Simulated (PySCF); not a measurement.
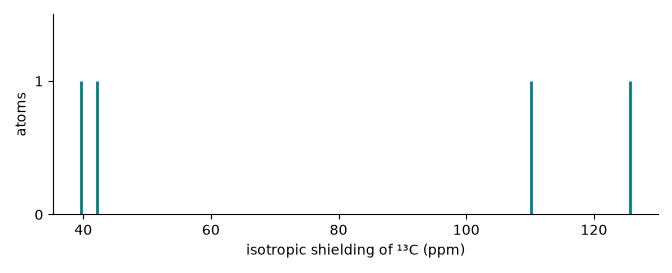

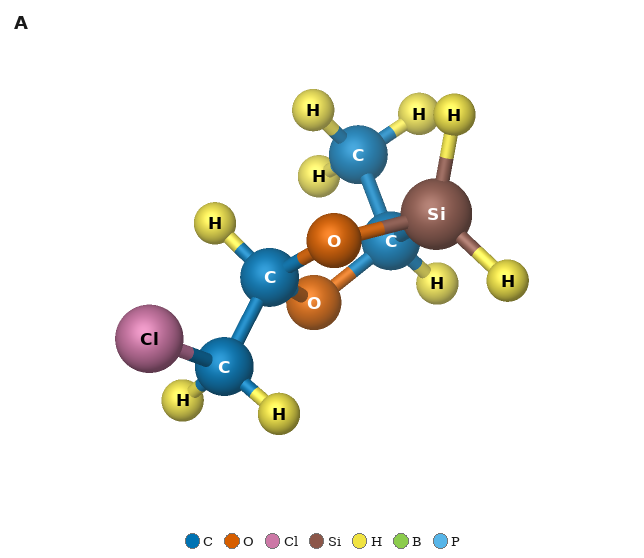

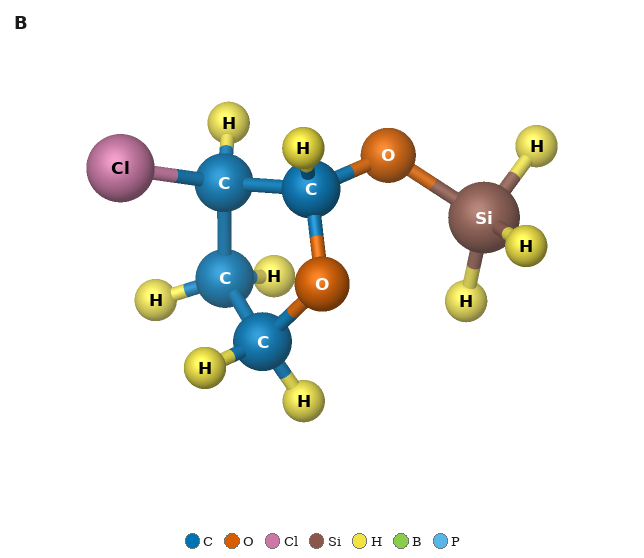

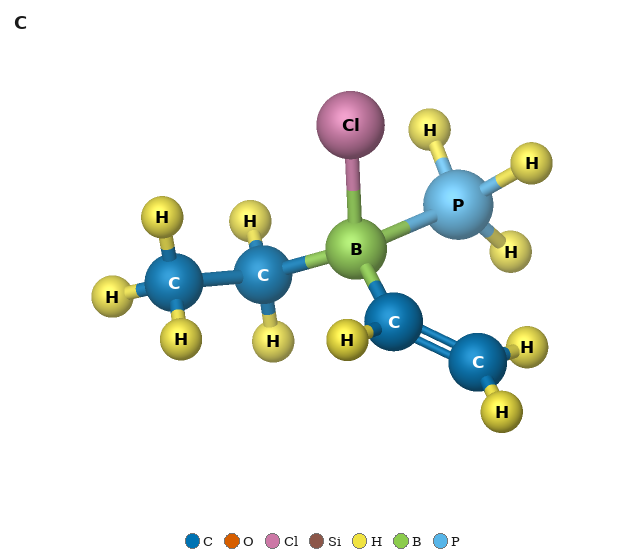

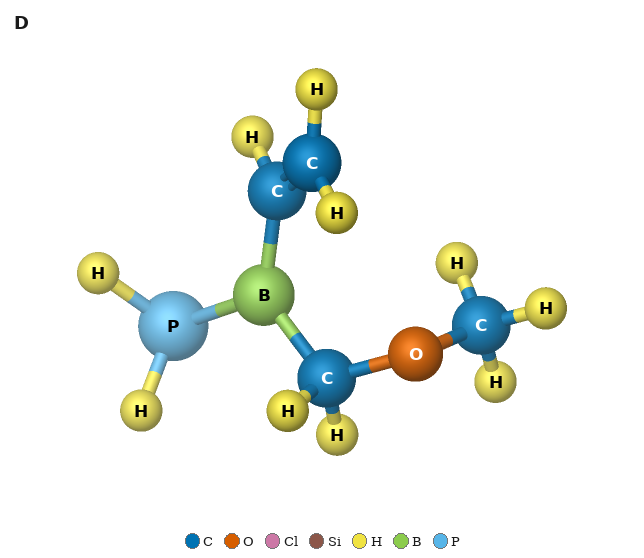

The sticks are computed shieldings of one of the molecules, for one fixed geometry (GFN2-xTB) without averaging over rotations. Low shielding means a high chemical shift. Method: GIAO PBE0/pcSseg-1 NMR shielding, non-relativistic, gas phase (PySCF 2.14.0).

**Which molecule gives this pattern?**

D, `C=CB(P)COC`. Its 4 C atoms give lines at 39.6, 42.1, 110.2, 125.7 ppm.

The geometry is semi-empirical. Around B, P, Si such bond lengths and angles can be off by a tenth of an ångström or more and by several degrees, and values that hang on the shape move with them.
